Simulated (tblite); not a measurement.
Molecular dynamics, with input and output: C$_{4}$H$_{9}$B

System: C$_{4}$H$_{9}$B.
Method: GFN2-xTB Langevin dynamics, gas phase (tblite 0.8.0).

It belongs to a series of runs on one base structure; here: constitutional isomer.

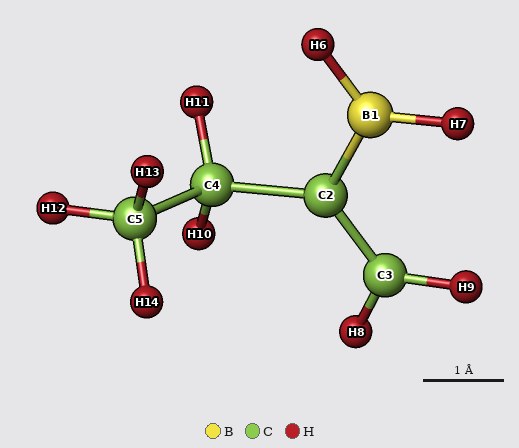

Fig. 1: The input geometry (ball-and-stick view, seen at a tilt; atoms are numbered from 1 in the order of the input). Bond lengths as drawn: B–C 1.55 Å, B–H 1.17 Å, C–C 1.34 to 1.53 Å and C–H 1.08 to 1.09 Å.

The input
```
{"job": {"kind": "md", "xc": "GFN2-xTB", "basis": "xTB", "temperature": 300, "steps": 2000, "every": 50}, "charge": 0, "multiplicity": 1}
B      1.358794     0.029045     1.259032
C     -0.014560    -0.347120     0.650003
C     -1.096506    -0.511230     1.420378
C     -0.144817    -0.520942    -0.844373
C     -0.093928     0.834311    -1.549754
H      2.301816     0.146611     0.576333
H      1.460638     0.180663     2.413909
H     -2.060762    -0.785714     1.015777
H     -1.055818    -0.380404     2.489011
H     -1.085116    -1.019898    -1.091717
H      0.676972    -1.142364    -1.206849
H     -0.149617     0.705986    -2.628641
H      0.830460     1.353736    -1.307794
H     -0.928233     1.456848    -1.232418
```

The first line tells a small driver script what to run in tblite; the rest is the geometry in Å.

Command:
```bash
OMP_NUM_THREADS=1 python <driver script> task.json out
```

The program's output
```
t/fs     T/K      E/eV
    0.0   232.4   -390.20601
   25.0   192.2   -389.96248
   50.0   226.8   -389.93287
   75.0   226.9   -389.77744
  100.0   230.5   -389.88708
  125.0   200.0   -389.88766
  150.0   138.9   -389.69452
  175.0   342.2   -389.95294
  200.0   230.0   -389.62292
  225.0   340.7   -389.81298
  250.0   298.1   -389.65609
  275.0   313.3   -389.54382
  300.0   341.5   -389.71189
  325.0   355.1   -389.71076
  350.0   331.7   -389.64985
  375.0   195.4   -389.64022
  400.0   326.1   -389.83012
  425.0   288.0   -389.61674
  450.0   313.4   -389.64943
  475.0   345.0   -389.52583
  500.0   429.2   -389.65797
  525.0   340.0   -389.60557
  550.0   360.1   -389.50003
  575.0   410.4   -389.62998
  600.0   269.4   -389.39203
  625.0   287.4   -389.67581
  650.0   298.0   -389.62015
  675.0   273.9   -389.73798
  700.0   239.0   -389.58084
  725.0   354.7   -389.73395
  750.0   286.6   -389.55074
  775.0   315.9   -389.73241
  800.0   332.5   -389.79866
  825.0   177.4   -389.57068
  850.0   258.7   -389.79145
  875.0   283.4   -389.74317
  900.0   334.5   -389.81140
  925.0   327.2   -389.71051
  950.0   426.4   -389.83497
  975.0   202.9   -389.58198
 1000.0   309.7   -389.80080
```

Trajectory as extended XYZ (Å, eV, eV/Å), 7 of the 41 frames kept, from step=0 to step=40
```
14
Properties=species:S:1:pos:R:3:forces:R:3 step=0 time_fs=0.0 energy=-390.20601 temperature=232.4
B     1.3588    0.0290    1.2590    0.0053   0.0004   0.0037
C    -0.0146   -0.3471    0.6500    0.0058   0.0033   0.0012
C    -1.0965   -0.5112    1.4204    0.0072  -0.0027  -0.0030
C    -0.1448   -0.5209   -0.8444   -0.0024   0.0039  -0.0023
C    -0.0939    0.8343   -1.5498   -0.0024   0.0032  -0.0017
H     2.3018    0.1466    0.5763   -0.0029  -0.0039   0.0064
H     1.4606    0.1807    2.4139   -0.0053   0.0059  -0.0024
H    -2.0608   -0.7857    1.0158   -0.0072  -0.0006  -0.0022
H    -1.0558   -0.3804    2.4890    0.0037   0.0011   0.0019
H    -1.0851   -1.0199   -1.0917   -0.0048  -0.0041  -0.0014
H     0.6770   -1.1424   -1.2068    0.0003   0.0036  -0.0063
H    -0.1496    0.7060   -2.6286    0.0018  -0.0019  -0.0002
H     0.8305    1.3537   -1.3078   -0.0001  -0.0076  -0.0005
H    -0.9282    1.4568   -1.2324    0.0010  -0.0007   0.0069
14
Properties=species:S:1:pos:R:3:forces:R:3 step=7 time_fs=175.0 energy=-389.95294 temperature=342.2
B     1.1234   -0.3929    1.3748    1.6121  -0.1301   0.5314
C    -0.2376   -0.3276    0.6996   -0.9472  -1.1820  -0.8360
C    -1.3944   -0.2262    1.3578   -0.5804   0.5804   1.1567
C    -0.3187   -0.6737   -0.7895    1.2491   0.6674   0.3677
C     0.4906    0.3989   -1.5174   -1.1023   0.6084  -1.2393
H     2.0750   -0.9714    0.8722   -0.8839   0.4111   0.2826
H     1.3580    0.1251    2.4264   -0.3082  -0.2063  -0.4503
H    -2.3896   -0.2075    0.8891    0.6448  -0.2464   0.1354
H    -1.4231   -0.0834    2.4625    0.0794   0.0016  -1.0006
H    -1.3336   -0.7055   -1.1627   -0.1417  -0.1254  -0.0059
H     0.2281   -1.5997   -1.0106   -0.4829  -0.1078   0.3701
H     0.6260    0.1021   -2.5818    0.0365   0.3769   0.6790
H     1.4273    0.5891   -1.0485    0.7566  -0.2406   0.2156
H    -0.0400    1.3683   -1.4812    0.0681  -0.4072  -0.2064
14
Properties=species:S:1:pos:R:3:forces:R:3 step=13 time_fs=325.0 energy=-389.71076 temperature=355.1
B     0.9992   -1.1595    1.3004    1.1407  -1.0469  -1.2136
C    -0.2807   -0.6384    0.7034    0.0541  -0.4708  -1.3282
C    -1.0177    0.3533    1.1971   -0.1451   0.5031   1.1322
C    -0.5681   -1.2813   -0.6543   -1.7732   1.4923  -0.6431
C     0.3592   -0.6281   -1.7037   -1.3411   2.1165   0.6120
H     1.7007   -1.8960    0.6279   -0.4605   0.5353   0.7238
H     1.2620   -0.8821    2.3440    0.6132   0.3069   1.6272
H    -1.9988    0.6033    0.8175    0.1424   0.2236  -0.2008
H    -0.6965    0.9354    2.1051   -0.3877  -0.8293  -1.0103
H    -1.6274   -1.0088   -0.9301    0.6899  -0.5519   0.1078
H    -0.4331   -2.3604   -0.7067   -0.0595   0.1271   0.3219
H     0.1286   -0.8855   -2.7223   -0.0904  -0.4274  -0.1759
H     1.3252   -0.9185   -1.4177    1.4108  -0.0644  -0.1086
H     0.2701    0.5364   -1.6682    0.2065  -1.9142   0.1556
14
Properties=species:S:1:pos:R:3:forces:R:3 step=20 time_fs=500.0 energy=-389.65797 temperature=429.2
B     1.2378   -1.2783    1.5426   -0.5855  -0.5568  -0.5534
C     0.1065   -0.4766    0.8019    0.2511  -0.9467   0.1349
C    -0.4195    0.6980    1.1213   -0.7761   0.6511   0.7614
C    -0.4921   -1.2092   -0.3936    2.2050   1.0202   1.0403
C     0.5252   -0.9608   -1.5063   -2.4497   0.0643  -2.0669
H     1.7031   -2.2865    1.0410   -0.2442   0.9695   0.3522
H     1.3880   -1.0736    2.6636    0.3647   0.1547   0.4545
H    -1.2448    1.1094    0.5009    0.6701  -0.1058   0.6823
H    -0.1917    1.2019    2.0780    0.0651  -0.0568  -0.9746
H    -1.4697   -0.8492   -0.5280   -1.1308   0.4906  -0.8381
H    -0.5383   -2.2238   -0.0875   -0.0275  -1.1391  -0.1925
H     0.2128   -1.6156   -2.3460    0.0589   0.4747  -0.0760
H     1.4883   -1.3193   -1.2833    1.0935   0.2776   0.6509
H     0.4481    0.1096   -1.8751    0.5054  -1.2976   0.6250
14
Properties=species:S:1:pos:R:3:forces:R:3 step=27 time_fs=675.0 energy=-389.73798 temperature=273.9
B     1.1170   -1.5043    1.7666    0.0239   1.4000   0.3101
C     0.3382   -0.4406    0.9134    1.2339   0.8699   0.1318
C     0.5993    0.8733    1.0529   -0.2506  -0.7213   0.7309
C    -0.5739   -0.7529   -0.2292   -0.9278  -0.3288   1.6486
C     0.1816   -0.4997   -1.4715   -0.7561   0.1685  -2.0598
H     0.5311   -2.4055    2.1581   -0.1918  -0.7552  -0.0047
H     2.1436   -1.1999    2.3057   -0.4450  -0.2251  -0.4962
H    -0.0226    1.6279    0.6197   -0.0622   0.2395  -0.3268
H     1.3032    1.2039    1.7758    0.4263   0.3075   0.3567
H    -1.5010   -0.1086   -0.1547    0.7735  -0.8758  -0.2729
H    -0.7745   -1.8145   -0.1220   -0.7238  -0.1288  -0.3660
H    -0.4109   -0.8586   -2.3263    0.0218   0.3676  -0.0138
H     1.1067   -0.9900   -1.5705    1.1644  -1.0321   0.4304
H     0.4379    0.5322   -1.6095   -0.2867   0.7141  -0.0683
14
Properties=species:S:1:pos:R:3:forces:R:3 step=33 time_fs=825.0 energy=-389.57068 temperature=177.4
B     1.1115   -1.8587    1.7149   -0.2002  -0.2160  -0.3746
C     0.5661   -0.4906    1.1411   -0.4096  -0.5031  -0.0885
C     1.1003    0.6881    1.4432   -0.7712   0.0307  -0.1244
C    -0.5881   -0.4969    0.1258    0.9632  -0.2025  -0.2337
C     0.1617   -0.6183   -1.3039    0.7909   0.2808   3.1939
H     0.7004   -2.8700    1.2628   -0.1106   0.2150  -0.0797
H     1.9024   -2.0669    2.5691   -0.1438   0.6842  -0.1610
H     0.6677    1.6157    1.1244   -0.0180   0.2422  -0.2842
H     1.9198    0.7539    2.0810    1.1547   0.1743   0.8694
H    -1.3556    0.3259    0.3325    1.3872  -0.7166  -0.8532
H    -1.1082   -1.4316    0.2840   -0.3429  -0.2412  -0.2069
H    -0.5344   -0.8390   -2.0312   -1.2255  -1.1254  -1.4088
H     1.0138   -1.3717   -1.1447   -1.4935   0.9828  -0.5412
H     0.5797    0.3256   -1.6099    0.4192   0.3948   0.2928
14
Properties=species:S:1:pos:R:3:forces:R:3 step=40 time_fs=1000.0 energy=-389.80080 temperature=309.7
B     1.0243   -1.8575    1.6906   -0.2772  -0.5379  -0.3650
C     0.4986   -0.4273    1.2095    1.6911  -0.8189   1.2850
C     1.1386    0.6008    1.8037   -0.9066   0.8525  -0.2326
C    -0.4465   -0.1868    0.0658    0.0227  -0.0267   0.5955
C    -0.0045   -0.9202   -1.1929    0.8491  -0.5450   0.0207
H     0.7169   -2.9150    1.2344   -0.3392   0.5837  -0.2552
H     1.8529   -2.0823    2.5082   -0.2157   0.8146  -0.0223
H     0.9258    1.6268    1.4756    0.0842  -0.2615   0.0171
H     1.7387    0.6006    2.7070    0.0044  -0.5608  -0.4129
H    -0.4836    0.8821   -0.1232   -0.0072   0.2502  -0.1086
H    -1.4459   -0.4734    0.4432    0.2593  -0.1414  -0.5293
H    -0.2403   -0.3937   -2.0902   -0.4941   0.5261  -0.5036
H    -0.4473   -1.9060   -1.2740    0.0339  -0.1448   0.1469
H     1.1040   -1.0348   -1.2395   -0.7046   0.0099   0.3644
```

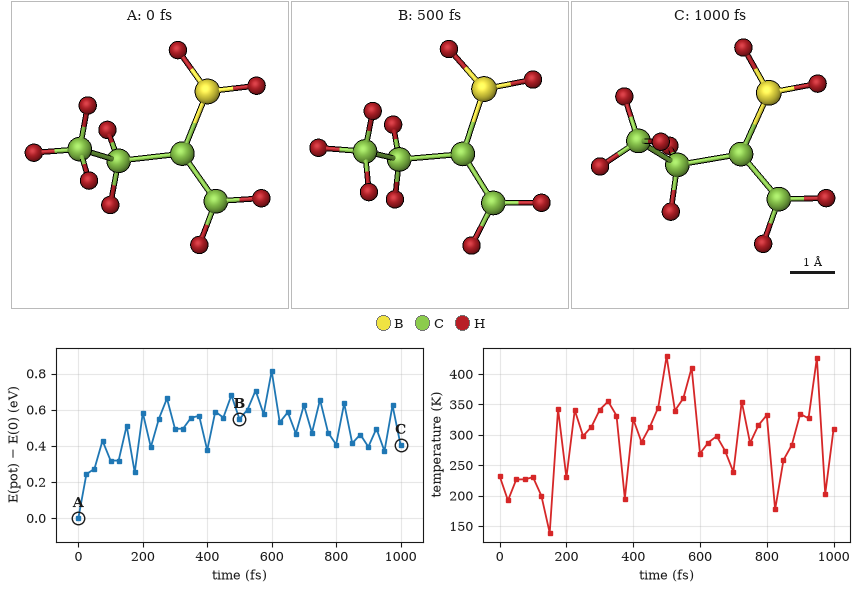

Fig. 2: Frames of the molecular dynamics (ball-and-stick, seen on its broad side) above the curves, on which the letters mark them. The trajectory kept here has 41 frames over 1000 fs. The temperature starts at 232 K, ranges from 139 to 429 K and averages 310 K over the second half. The potential energy ends 0.405 eV above its first value. After an unweighted best fit of the last frame on the first, the root-mean-square displacement is 0.42 Å, and H13 has moved furthest (0.83 Å).

Key numbers

| quantity | value |
| --- | --- |
| outcome | finished |
| mean temperature over the second half | 310 K |
| trajectory | 41 frames kept, 1000 fs |
| hardware | 1 CPU thread, shared host |
| wall time | 11 s |
| peak memory | 0.18 GiB |
